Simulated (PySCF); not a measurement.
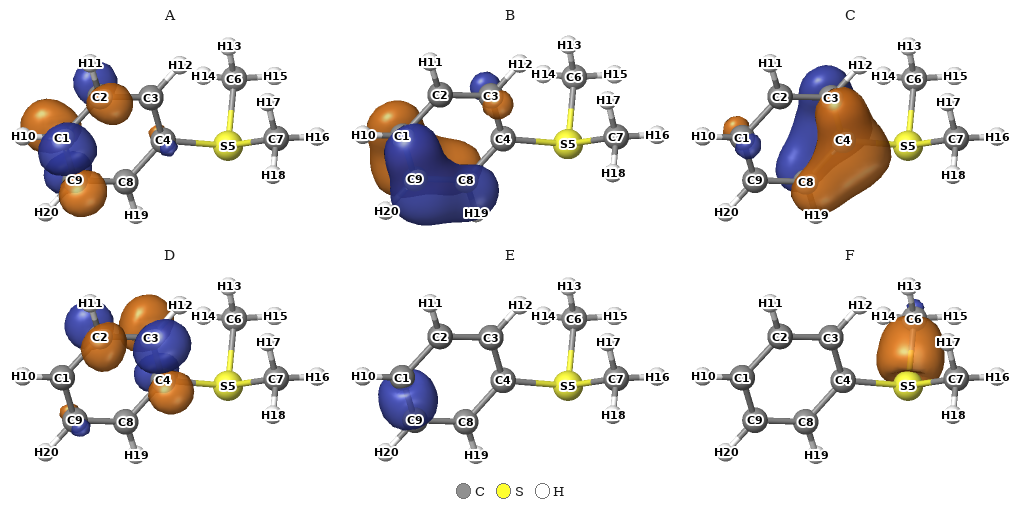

*C$_{8}$H$_{11}$S, charge +1, SMILES `c1ccc([S+](C)C)cc1`. Intrinsic bond orbitals (IBO), occupied and valence-virtual; each surface holds about 70 % of the orbital's density. Energies are diagonal elements of the Fock matrix.*

Computed with PySCF, TPSSh/def2-SVP, geometry: GFN2-xTB. No frequency check shows the geometry to be a minimum. GFN2-xTB bond lengths at metals and heavier atoms can be off by up to 0.1 Å and shapes distorted, which carries into these values.

What does each orbital represent in a Lewis picture?

By panel:
- A: antibonding multicentre orbital mainly over C1, C9 and C2 (C1 54 %, C9 22 %, C2 20 %; −2.4 eV)
- B: multicentre orbital mainly over C9, C8 and C1 (C9 48 %, C8 24 %, C1 22 %; −11.9 eV)
- C: multicentre orbital mainly over C4, C8 and C3 (C4 57 %, C8 19 %, C3 18 %; −12.8 eV)
- D: antibonding multicentre orbital mainly over C3, C2 and C4 (C3 50 %, C2 27 %, C4 18 %; −2.7 eV)
- E: σ bond C9–C1 (C9 50 %, C1 50 %; −19.8 eV)
- F: σ bond S5–C6 (S5 54 %, C6 45 %; −19.7 eV)

How do all the valence pairs divide up?

24 pairs: 20 σ bonds, 3 multicentre orbitals and 1 lone pair.

Run time: 42 s on 1 thread of Intel(R) Xeon(R) 6975P-C (Granite Rapids), with other jobs on the host, peak memory 0.88 GiB.
